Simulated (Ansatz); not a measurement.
# Si2H5Br (built from SMILES [SiH3][SiH2]Br): a barrier at many levels of theory, part 2 of 2

Ansatz 0.2.0, Gaussian basis. The steps go on from the part before.

### Step 6. Vibrations of the end structure

vib-p/in.yaml

```yaml
crystal:
  periodic: [false, false, false]
  atoms:
    - {symbol: Si, position_ang: [-1.081687, 0.724748, -0.641351]}
    - {symbol: Br, position_ang: [-0.102825, -1.442968, -1.748060]}
    - {symbol: H, position_ang: [-0.321829, -1.116978, -3.121474]}
    - {symbol: H, position_ang: [-1.994760, -0.227149, 0.119853]}
    - {symbol: Si, position_ang: [0.596216, 0.520509, 1.037313]}
    - {symbol: H, position_ang: [0.109530, 1.288591, 2.222519]}
    - {symbol: H, position_ang: [0.897112, -0.867183, 1.505805]}
    - {symbol: H, position_ang: [1.898242, 1.120430, 0.625495]}
basis:
  gaussian: {orbitals: def2-TZVP}
hamiltonian: {xc: pbe0, dispersion: d4}
phonons: {temperatures: {t_min: 298.15, t_max: 900, t_step: 200}}
```

Log:

```text
Functional definition: PBE0
  name "PBE0"
  cite "Adamo & Barone, J. Chem. Phys. 110, 6158 (1999) doi:10.1063/1.478522"
  cite "Perdew, Burke & Ernzerhof, Phys. Rev. Lett. 77, 3865 (1996) doi:10.1103/PhysRevLett.77.3865"
  parent pbe
  parameter a = 0.25
  parameter kappa = 0.804
  parameter beta = 0.06672455060314922
  exchange = (1 - a)*pbe_x(kappa = kappa, mu = beta*pi^2/3) + a*exact_x
  correlation = pbe_c(beta = beta)
1169 factors; their error is unknown
mean field evaluation 1: about -85865.0366 eV, gradient 1.8e1 eV
mean field evaluation 2: about -85865.4688 eV, gradient 1.6e1 eV
mean field evaluation 4: about -85866.2927 eV, gradient 5.2e-1 eV
mean field evaluation 8: about -85866.7921 eV, gradient 4.0e-1 eV
mean field evaluation 16: about -85866.7922 eV, gradient 2.7e-5 eV
mean field -85866.79219978 eV, -3155.5464107398 hartree, gradient 2.7e-5 eV, S^2 0.000000; 0 other end points of the search recorded, 0 dependent functions left out
the calculation of the forces begins
reference -85866.79223148 eV, -3155.5464119048 hartree; 34, 34 occupied and 118, 118 virtual orbitals, 1169 factors
[... from here to the last solve, the lines of the solves are left out (47 solves) ...]
1169 factors; their error is unknown
mean field evaluation 352: about -85866.7922 eV, gradient 1.5e-6 eV
mean field -85866.79218270 eV, -3155.5464101119 hartree, gradient 1.5e-6 eV, S^2 0.000000; 0 other end points of the search recorded, 0 dependent functions left out
the calculation of the forces begins
reference -85866.79221440 eV, -3155.5464112771 hartree; 34, 34 occupied and 118, 118 virtual orbitals, 1169 factors
Total energy: -85866.96430320 eV, -3155.5527354237 hartree
Atom 0 at    -1.081687     0.724748    -0.641351 Å, force     0.000076     0.001435    -0.001391 eV/Å
Atom 1 at    -0.102825    -1.442968    -1.748060 Å, force    -0.000512     0.000076    -0.003994 eV/Å
Atom 2 at    -0.321829    -1.116978    -3.121474 Å, force     0.000628    -0.000202     0.003928 eV/Å
Atom 3 at    -1.994760    -0.227149     0.119853 Å, force    -0.000600    -0.000991     0.001456 eV/Å
Atom 4 at     0.596216     0.520509     1.037313 Å, force    -0.000778    -0.000294    -0.000847 eV/Å
Atom 5 at     0.109530     1.288591     2.222519 Å, force    -0.000571     0.000662    -0.000021 eV/Å
Atom 6 at     0.897112    -0.867183     1.505805 Å, force     0.000492    -0.001003     0.000620 eV/Å
Atom 7 at     1.898242     1.120430     0.625495 Å, force     0.001266     0.000317     0.000251 eV/Å
Dipole moment:     0.040384    -0.391217    -0.558729 e Å
Vibrations: 74.05 108.52 137.00 184.55 372.21 410.19 420.60 515.75 645.98 706.14 872.92 926.02 949.38 2047.42 2171.74 2187.51 2198.94 2600.44 cm⁻¹, zero-point energy 1.086682 eV
```

Wall time 75 s (4 threads, shared host); peak memory 0.38 GiB.

Wavenumbers and character of the modes:

```
mode  wavenumber (cm⁻¹)                                                            character
   1                 74                                                              torsion
   2                109                                                              torsion
   3                137                                                              torsion
   4                185  not assigned (largely outside the bonds, angles and torsions drawn)
   5                372                                              Si–Si stretch with bend
   6                410                                                                 bend
   7                421                                              bend with Si–Si stretch
   8                516  not assigned (largely outside the bonds, angles and torsions drawn)
   9                646  not assigned (largely outside the bonds, angles and torsions drawn)
  10                706                                                                 bend
  11                873                                                                 bend
  12                926                                                                 bend
  13                949                                                                 bend
  14               2047                                                         Si–H stretch
  15               2172                                                         Si–H stretch
  16               2188                                                         Si–H stretch
  17               2199                                                         Si–H stretch
  18               2600                                                         Br–H stretch
```

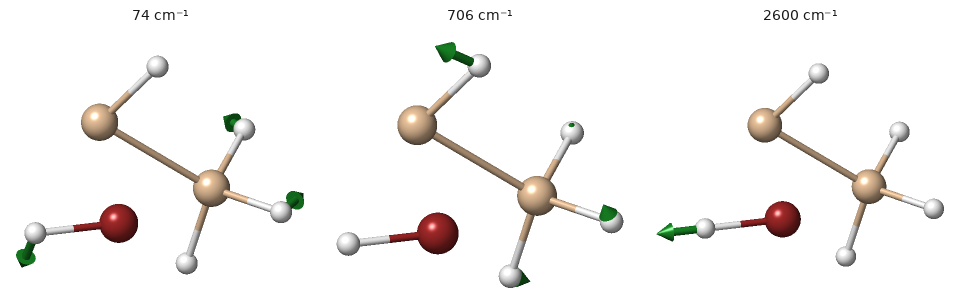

Displacements of 3 modes, as arrows.

Vibrational sums (real modes only):

```csv
T (K),entropy (J/mol/K),heat capacity (J/mol/K)
298,71.3,69.1
498,112.6,91.5
698,146.0,106.2
898,174.1,116.8
```

### Step 7. All levels side by side

Levels not printed above were run the same way.

The basis limit takes Hartree-Fock with exponent 7.88 and MP2 correlation with exponent 2.97 from the triple- and quadruple-zeta runs, and adds the coupled-cluster step over MP2 from triple zeta. Where a quadruple-zeta run was CCSD(T), only its Hartree-Fock and MP2 parts are used.

Rows are in def2-TZVPP; times add the 3 runs of a level on a shared host, so small differences are noise.

The saddle's own vibrations were run with its search: 508i cm⁻¹, zero-point energy 1.042 eV.

The barrier:

```
      method                    rung  barrier (kJ/mol)  from CCSD(T)/CBS (kJ/mol)     time
       SPW92                     LDA             272.6                      -26.5    2.7 s
      PBE-D4                     GGA             273.5                      -25.6    4.3 s
     BLYP-D4                     GGA             271.6                      -27.5    4.3 s
   r2SCAN-D4                meta-GGA             300.9                       +1.8    9.4 s
      B97M-V                meta-GGA             288.7                      -10.4     22 s
     PBE0-D4                  hybrid             293.8                       -5.3    6.7 s
    B3LYP-D4                  hybrid             289.3                       -9.8    6.1 s
  r2SCAN0-D4                  hybrid             310.4                      +11.3     11 s
    BHLYP-D4                  hybrid             310.7                      +11.6    5.8 s
CAM-B3LYP-D4  range-separated hybrid             302.1                       +3.0    6.8 s
     wB97X-V  range-separated hybrid             309.7                      +10.6     18 s
     wB97M-V  range-separated hybrid             291.7                       -7.4     21 s
      B2PLYP           double hybrid             300.0                       +0.9     12 s
    PBE-QIDH           double hybrid             311.2                      +12.1     12 s
  RPA on PBE                     RPA             284.5                      -14.6    9.1 s
Hartree-Fock            wavefunction             334.2                      +35.1         
         MP2            wavefunction             308.7                       +9.6         
        CCSD            wavefunction             299.1                        0.0         
     CCSD(T)            wavefunction             293.9                       -5.2  2.5 min
 CCSD(T)/CBS                                     299.1                          0  3.1 min
```

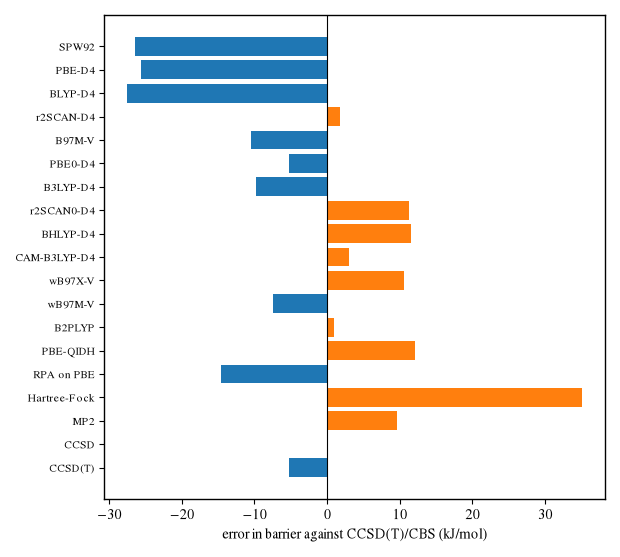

Error of each method against CCSD(T)/CBS.

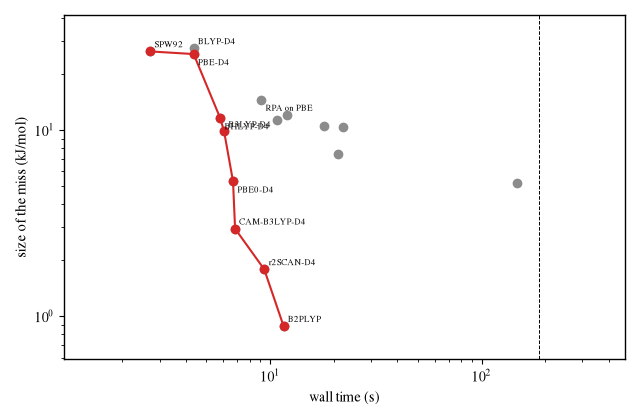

Accuracy for the time spent; red marks the levels that beat every quicker one drawn (of those quicker than the yardstick), and the dashed line is the time of CCSD(T)/CBS. Only those levels and the largest misses are named. Times are from a shared host.

For cost: B2PLYP gets within 0.9 kJ/mol in 12 s, where CCSD(T)/CBS took 3.1 min; the quickest level in the cost chart, SPW92, takes 2.7 s and misses by 26.5 kJ/mol.

The step energy:

Differences are taken before rounding.

```
      method                    rung  step energy (kJ/mol)  from CCSD(T)/CBS (kJ/mol)
       SPW92                     LDA                 260.6                      -23.3
      PBE-D4                     GGA                 261.9                      -22.0
     BLYP-D4                     GGA                 261.9                      -21.9
   r2SCAN-D4                meta-GGA                 287.4                       +3.5
      B97M-V                meta-GGA                 272.5                      -11.4
     PBE0-D4                  hybrid                 278.9                       -5.0
    B3LYP-D4                  hybrid                 276.7                       -7.2
  r2SCAN0-D4                  hybrid                 294.5                      +10.6
    BHLYP-D4                  hybrid                 294.9                      +11.0
CAM-B3LYP-D4  range-separated hybrid                 287.5                       +3.7
     wB97X-V  range-separated hybrid                 292.9                       +9.1
     wB97M-V  range-separated hybrid                 275.7                       -8.2
      B2PLYP           double hybrid                 286.1                       +2.2
    PBE-QIDH           double hybrid                 294.3                      +10.4
  RPA on PBE                     RPA                 268.3                      -15.6
Hartree-Fock            wavefunction                 317.3                      +33.4
         MP2            wavefunction                 292.6                       +8.7
        CCSD            wavefunction                 283.2                       -0.6
     CCSD(T)            wavefunction                 278.8                       -5.1
 CCSD(T)/CBS                                         283.9                          0
```

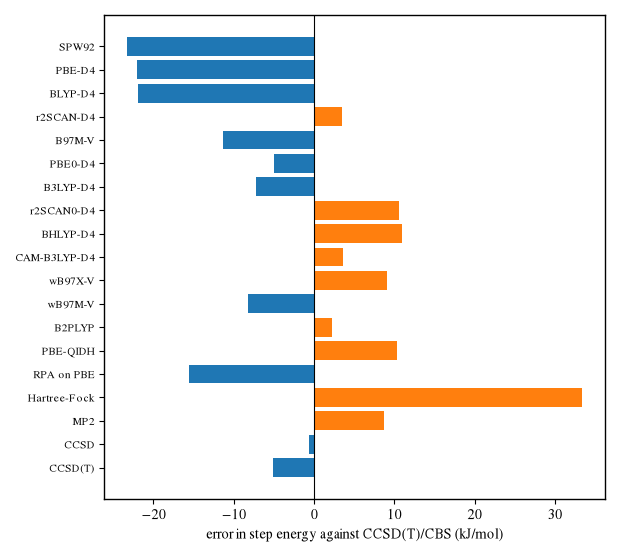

How far each level lands from CCSD(T)/CBS.

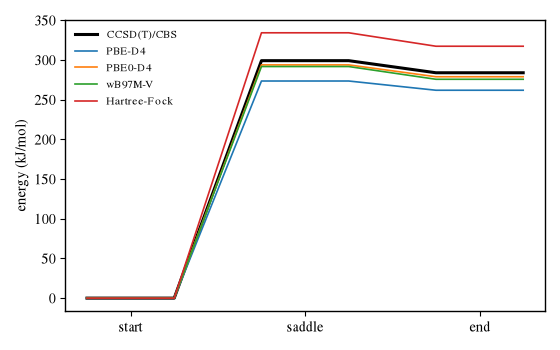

Energy profile at a few levels.

### Step 8. What came out

The summary covers parts 1 to 2.

| quantity | value |
| --- | --- |
| barrier, CCSD(T)/CBS | 299.1 kJ/mol |
| reverse barrier, CCSD(T)/CBS | 15.2 kJ/mol |
| step energy, CCSD(T)/CBS | +283.9 kJ/mol |
| barrier with zero-point energy | 287.3 kJ/mol |
| step energy with zero-point energy | +276.4 kJ/mol |
| imaginary mode at the saddle | 508i cm⁻¹ |
| largest T1 diagnostic | 0.011 |

B2PLYP is the best functional here (+0.9 kJ/mol from CCSD(T)/CBS); BLYP-D4 is the worst (-27.5 kJ/mol). Mean unsigned error by rung: LDA 26.5, GGA 26.6, meta-GGA 6.1, hybrid 9.5, range-separated hybrid 7.0, double hybrid 6.5 kJ/mol. PBE-D4 gives a barrier 25.6 kJ/mol too low, outside chemical accuracy (1 kcal/mol, 4.2 kJ/mol). The barrier rises with the share of exact exchange, from BLYP-D4 through B3LYP-D4 to BHLYP-D4 (-27.5, -9.8, +11.6 kJ/mol). Hartree-Fock, with no correlation, is off by +35.1 kJ/mol. Zero-point motion lowers the barrier by 11.8 kJ/mol. The restricted Hartree–Fock reference is unstable towards an unrestricted one at one or more of these structures.
